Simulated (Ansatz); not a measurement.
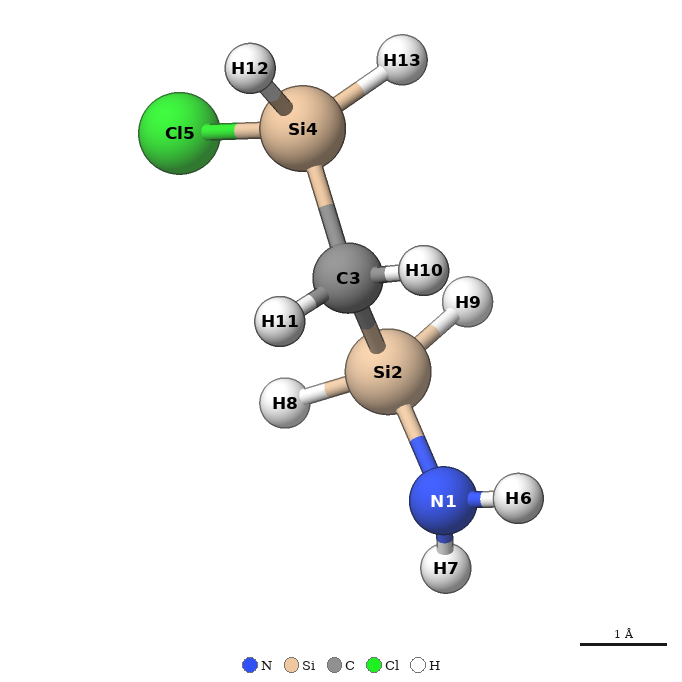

Atoms carry their numbers in the input. Computed geometry: PBE-D4/def2-SVP optimisation. No frequency run is at hand to confirm it as a minimum.

Which atoms are bonded, and how long are the bonds?

```tsv
bond	length (Å)	order
N1–Si2	1.751	single
N1–H6	1.024	single
N1–H7	1.024	single
Si2–C3	1.896	single
Si2–H8	1.501	single
Si2–H9	1.516	single
C3–Si4	1.877	single
C3–H10	1.114	single
C3–H11	1.111	single
Si4–Cl5	2.093	single
Si4–H12	1.503	single
Si4–H13	1.502	single
```
